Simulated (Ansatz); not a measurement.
**GeH3O (SMILES [O][GeH3]): UCCSDT/STO-3G**

What is the vertical doublet–quartet gap of GeH3O at UCCSDT/STO-3G? 

Program for the calculation: Ansatz 0.2.0.

80 further runs of the same task are left out: 25 that didn't finish, 55 set aside as unsound or not needed.

## 1. The molecule

GeH3O has 5 atoms, charge 0, and is taken as a doublet. SMILES: `[O][GeH3]`. The shape is that of a PBE0-D4/def2-TZVP optimisation.

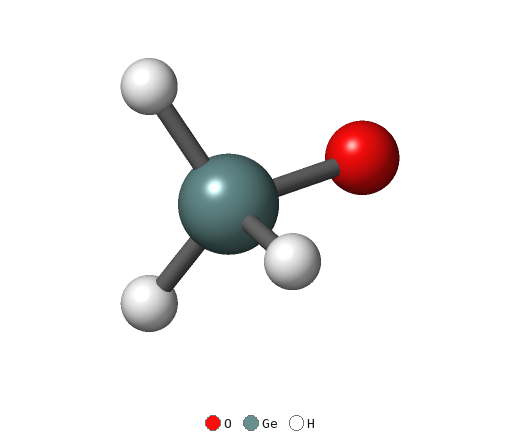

Viewed from a chosen angle; oxygen red, germanium teal, hydrogen white.

## 2. A single-point energy at UCCSDT/STO-3G

Contents of in.yaml:

```yaml
crystal:
  periodic: [false, false, false]
  atoms:
    - {symbol: O, position_ang: [-1.443900, 0.418600, 0.777300]}
    - {symbol: Ge, position_ang: [0.072300, -0.056300, -0.056900]}
    - {symbol: H, position_ang: [-0.162200, -0.091200, -1.574700]}
    - {symbol: H, position_ang: [0.548000, -1.418100, 0.471500]}
    - {symbol: H, position_ang: [1.035700, 1.073400, 0.341400]}
basis:
  gaussian: {orbitals: STO-3G}
scf: {omitted_lower_state_checks: [cluster_reference, increment]}
magnetization: {spin_polarized: true, initial_magnetization: 1}
correlation: {method: ccsdt, frozen_orbitals: {Ge: 9, H: 0, O: 1}}
accuracy: high
```

Command:

```sh
$ ansatz run in.yaml --threads 1 --pin off --max-ram 2610MiB --events-out events.jsonl --progress --plain --runs-dir runs
```

Output, shortened:

```text
Warning: RAYON_NUM_THREADS=1 ignored (pool sized by the plan → 1); use --threads N
Functional definition: HF
  name "HF"
[...]
384 factors; integrals over basis functions are off by at most 5.4e-9 eV
[...]
mean field -57887.37489137 eV, -2127.3217897860 hartree, gradient 2.9e-8 eV, S^2 0.758155; 4 other end points of the search recorded, 0 dependent functions left out
10 core orbitals not correlated: weight in the atoms' cores, before any rotation towards them, 1.000 or more for the frozen orbitals, at most 0.000 for the correlated occupied ones
reference -57887.37489137 eV, -2127.3217897860 hartree; 12, 11 occupied and 4, 5 virtual orbitals, 384 factors
second order -1.43530166 eV of doubles, -0.00000000 eV of singles
cycle   1  -1.84186362 eV  change   -4.1e-1 eV  update   6.3e-2
[...]
cycle  40  -2.16289840 eV  change  -3.2e-10 eV  update   1.9e-9
Total energy: -57889.53778978 eV, -2127.4012748363 hartree
Checks for a lower state left out: cluster_reference, increment
```

Run time: 2.7 s. Hardware: 1 thread of Arm Neoverse V1, shared host; peak memory 0.098 GiB.

## 3. The quartet at the same level

Contents of in.yaml:

```yaml
crystal:
  periodic: [false, false, false]
  atoms:
    - {symbol: O, position_ang: [-1.443900, 0.418600, 0.777300]}
    - {symbol: Ge, position_ang: [0.072300, -0.056300, -0.056900]}
    - {symbol: H, position_ang: [-0.162200, -0.091200, -1.574700]}
    - {symbol: H, position_ang: [0.548000, -1.418100, 0.471500]}
    - {symbol: H, position_ang: [1.035700, 1.073400, 0.341400]}
basis:
  gaussian:
    orbitals: STO-3G
magnetization:
  spin_polarized: true
  initial_magnetization: 3
correlation:
  method: ccsdt
  frozen_orbitals: {Ge: 9, H: 0, O: 1}
accuracy: high
scf:
  omitted_lower_state_checks: [cluster_reference, increment]
```

Command:

```sh
$ ansatz run in.yaml --threads 1 --pin off --max-ram 2610MiB --events-out events.jsonl --progress --plain --runs-dir runs
```

Output, shortened:

```text
Warning: RAYON_NUM_THREADS=1 ignored (pool sized by the plan → 1); use --threads N
[... 2 set-up lines as earlier in the session ...]
[...]
384 factors; integrals over basis functions are off by at most 5.4e-9 eV
[...]
mean field -57880.55449171 eV, -2127.0711447215 hartree, gradient 2.6e-8 eV, S^2 3.752124; 0 other end points of the search recorded, 0 dependent functions left out
10 core orbitals not correlated: weight in the atoms' cores, before any rotation towards them, 1.000 or more for the frozen orbitals, at most 0.000 for the correlated occupied ones
reference -57880.55449171 eV, -2127.0711447215 hartree; 13, 10 occupied and 3, 6 virtual orbitals, 384 factors
second order -1.02848942 eV of doubles, -0.00000000 eV of singles
cycle   1  -1.36987210 eV  change   -3.4e-1 eV  update   5.6e-2
[...]
cycle  42  -1.65121512 eV  change   6.1e-10 eV  update   2.6e-9
Total energy: -57882.20570683 eV, -2127.1318257580 hartree
Checks for a lower state left out: cluster_reference, increment
```

Run time: 2.5 s. Hardware: 1 thread of Arm Neoverse V1, shared host; peak memory 0.095 GiB.

## 4. What came out

At UCCSDT/STO-3G, 10 core orbitals frozen:

| quantity | value |
| --- | --- |
| doublet: total energy | -2127.40127 Eh |
| doublet: correlation energy (10 core orbitals frozen) | -79.5 mEh |
| doublet: ⟨S²⟩ of the reference determinant | 0.758 |
| doublet: T1 diagnostic | 0.008 |
| quartet: total energy | -2127.13183 Eh |
| quartet: correlation energy (10 core orbitals frozen) | -60.7 mEh |
| quartet: ⟨S²⟩ of the reference determinant | 3.752 |
| quartet: T1 diagnostic | 0.010 |
| vertical energy of the quartet above the doublet | 7.332 eV |

At this shape the quartet lies 7.33 eV (707 kJ/mol) above the doublet. In a minimal basis such a difference can be off by several eV, whatever the method.
